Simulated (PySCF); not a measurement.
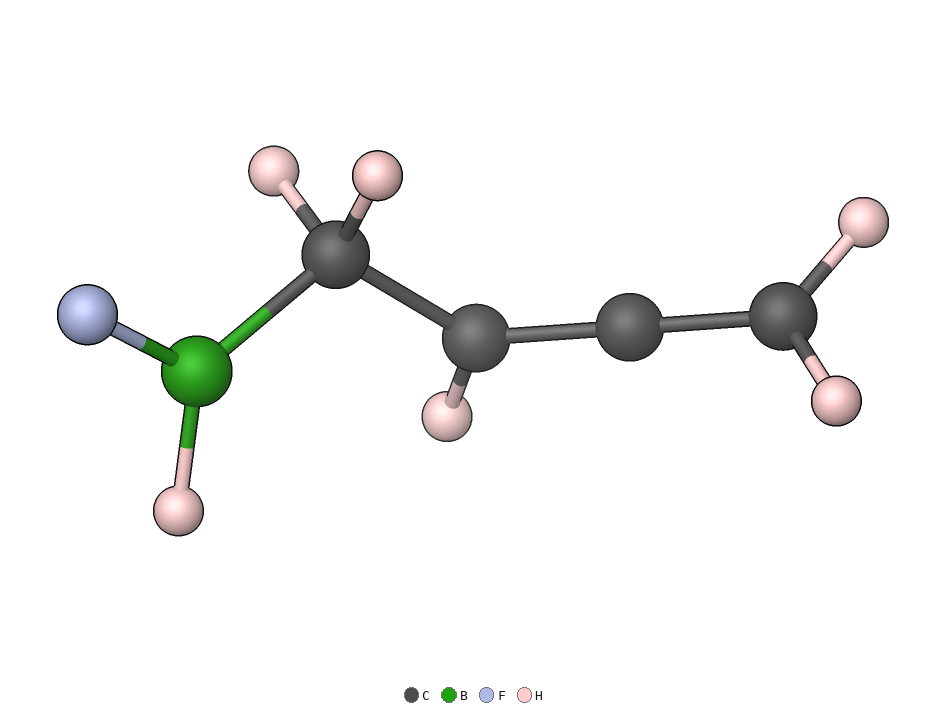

Describe the molecule.

The molecule is C₄H₆BF. SMILES: `C=C=CCBF`. It has no ring. Among its groups: B–H bond. The point group is C1. Coordination: 2 C trigonal planar; 1 C linear; 1 C tetrahedral; 1 B trigonal planar.

The parts below concern this one geometry. Atoms keep their numbers from picture to picture. Computed geometry: PBE0-D3(BJ)/def2-SVP optimisation. No frequency run is at hand to confirm it as a minimum.

**Geometry**

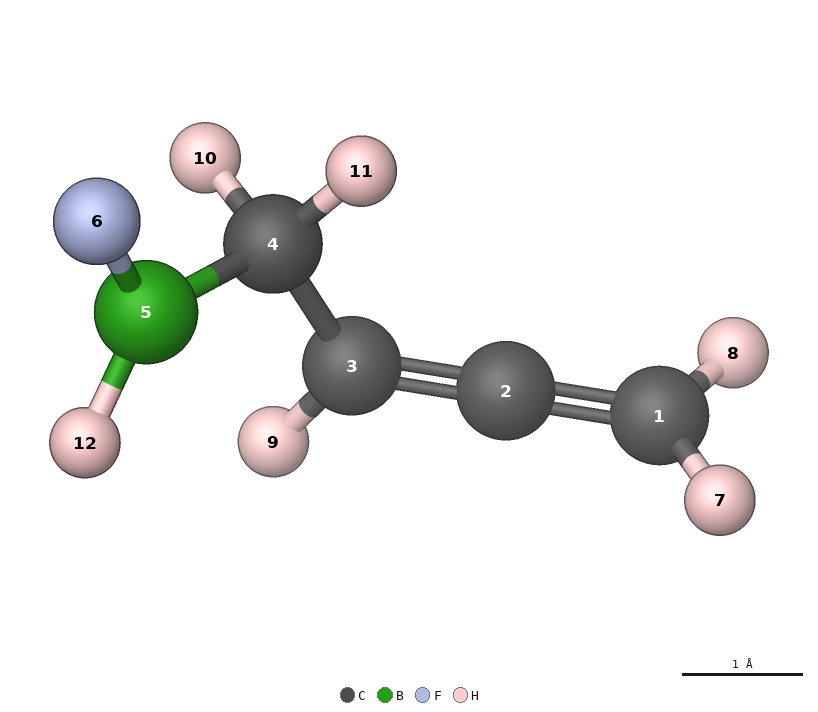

The atoms are numbered. No frequency run is at hand to confirm it as a minimum.

Which atoms are bonded, and how long are the bonds?

```
  bond  length (Å)   order
 C1–C2       1.309  double
 C1–H7       1.096  single
 C1–H8       1.096  single
 C2–C3       1.311  double
 C3–C4       1.502  single
 C3–H9       1.099  single
 C4–B5       1.567  single
C4–H10       1.111  single
C4–H11       1.102  single
 B5–F6       1.325  single
B5–H12       1.213  single
```

**Dipole moment**

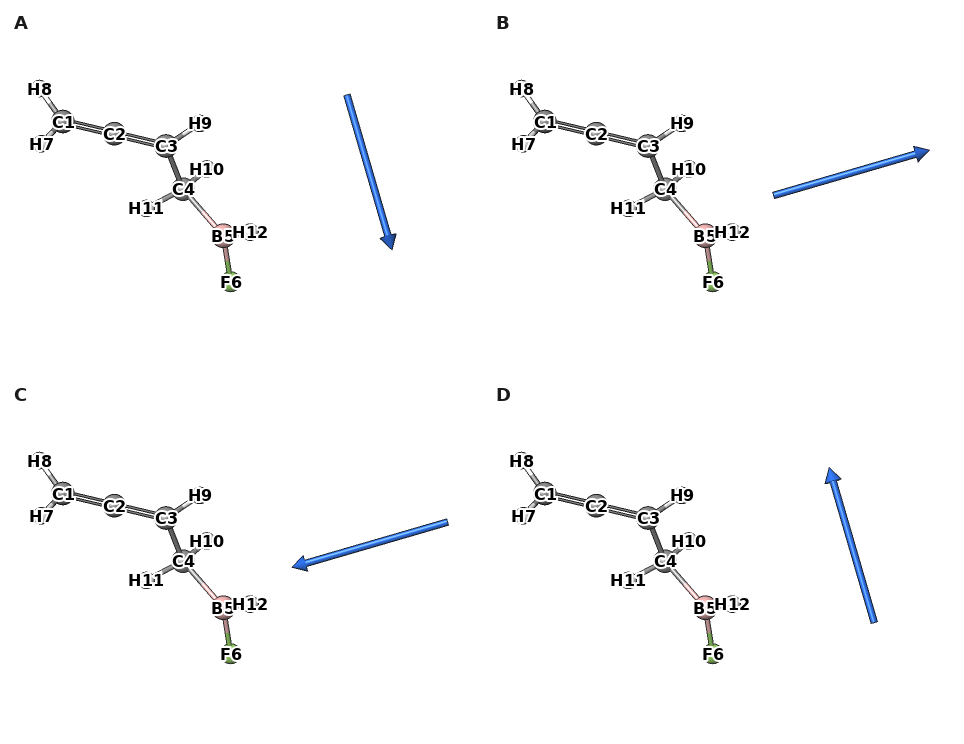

The same molecule four times, each with an arrow. No frequency run is at hand to confirm it as a minimum. Method: KT2/pcSseg-2, gas phase (PySCF 2.14.0).

Question: Which arrow points along the dipole moment, from the negative to the positive end?

Answer: D. The dipole moment is 0.83 D; it points from the side of F6 to the side of H8 (the outermost atoms at the two ends).

**Charges**

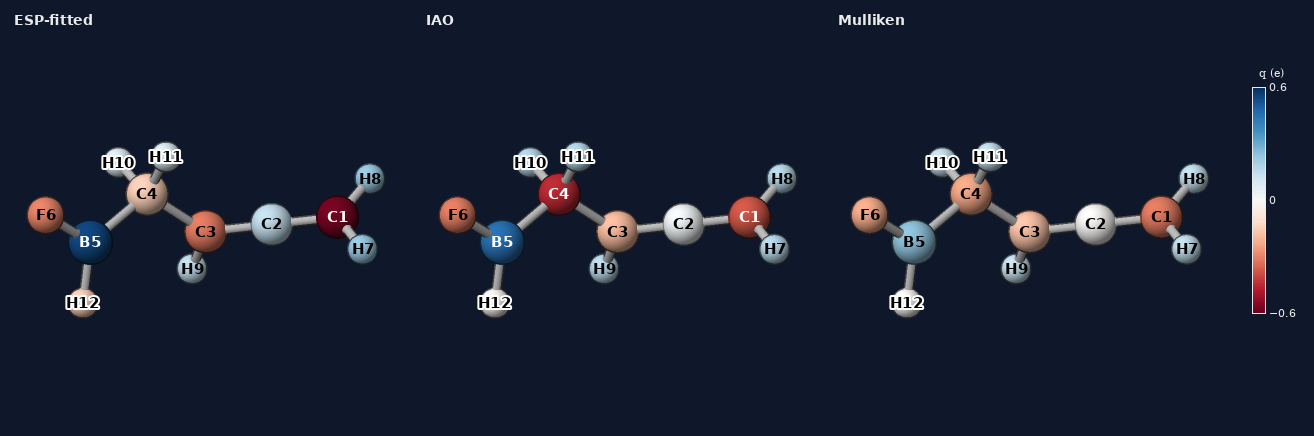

Atomic charges of one calculation by 3 schemes, on one colour scale. No frequency run is at hand to confirm it as a minimum. Computed with PBE0/def2-TZVP (PySCF 2.14.0).

Question: On which atom do the schemes disagree most?

Answer: On C4 (from −0.45 to −0.15 e); B5 (from 0.24 to 0.55 e).

List the charges (e), one line for each set of equivalent atoms.

```
atom  ESP-fitted    IAO  Mulliken
  C1       −0.57  −0.37     −0.31
  C2        0.15   0.02     −0.01
  C3       −0.31  −0.19     −0.18
  C4       −0.15  −0.45     −0.23
  B5        0.55   0.45      0.24
  F6       −0.30  −0.31     −0.22
  H7        0.23   0.17      0.15
  H8        0.23   0.17      0.15
  H9        0.15   0.17      0.14
 H10        0.08   0.18      0.14
 H11        0.09   0.17      0.14
 H12       −0.15  −0.02     −0.01
```

**NMR shielding**

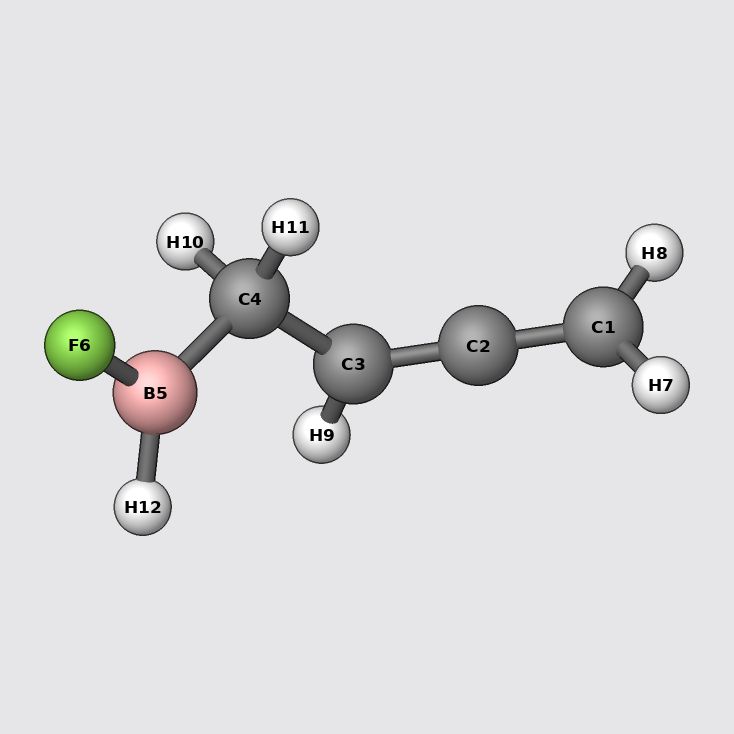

No frequency run is at hand to confirm it as a minimum. Properties computed with GIAO PBE0/pcSseg-0 NMR shielding, non-relativistic, gas phase (PySCF 2.14.0). Principal shieldings σ11 ≤ σ22 ≤ σ33, span Ω = σ33 − σ11, skew κ = 3(σiso − σ22)/Ω.

Give the shielding tensors of the B atoms.

```csv
atom,σ11,σ22,σ33,σiso,Ω,κ
B5,−24.1,65.8,86.3,42.7,110.5,−0.63
```

Shieldings and span in ppm.

**Quadrupole coupling**

No frequency run is at hand to confirm it as a minimum. Electric field gradients from the ground-state density, HF/pcJ-1 (PySCF 2.14.0), non-relativistic apart from any core potentials.

Give the largest field-gradient component, the quadrupole coupling constant and the asymmetry for 11B at B5 (Q = 40.59 mb), 2H at H7 (Q = 2.86 mb), 2H at H8 (Q = 2.86 mb).

```tsv
atom	V_zz (a.u.)	e²qQ/h (MHz)	η
B5	0.469	4.47	0.55
H7	0.299	0.201	0.08
H8	0.299	0.201	0.08
```

Mulliken values depend strongly on the basis set and can even reverse the polarity of a bond.
